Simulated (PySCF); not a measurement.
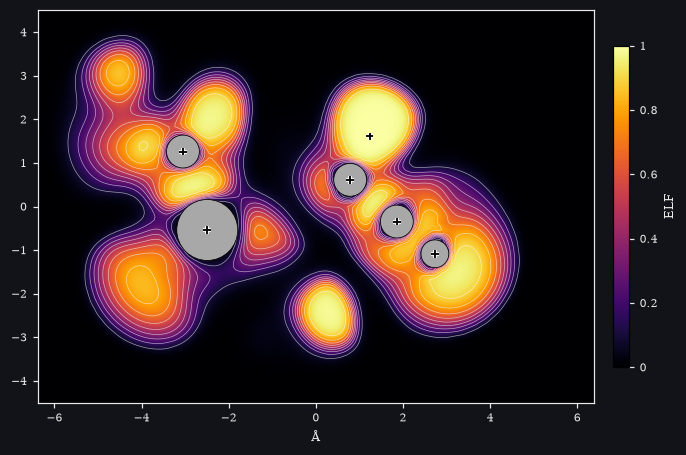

The ELF on a plane through atoms (crosses mark nuclei in the plane; grey discs cover the cores).

Method: PBE0/pcSseg-1, SCF density, gas phase, non-relativistic (PySCF).

Candidates:
A. C₅H₁₂AlClO (SMILES [AlH3-][O+]1CC[C@H](CCl)C1)
B. C₆H₁₂N₂OSi
C. C₆H₇BO₂SSi (SMILES [SiH3]Sc1ccc2c(c1)OBO2)

**Which candidate gave the map?**

Candidate B: C₆H₁₂N₂OSi on the plane of atoms C9, C8 and H21, which holds C, Si, N and H. C–N (1.14 Å): the ELF peaks at about 0.85 between the atoms (a short, multiple covalent bond).
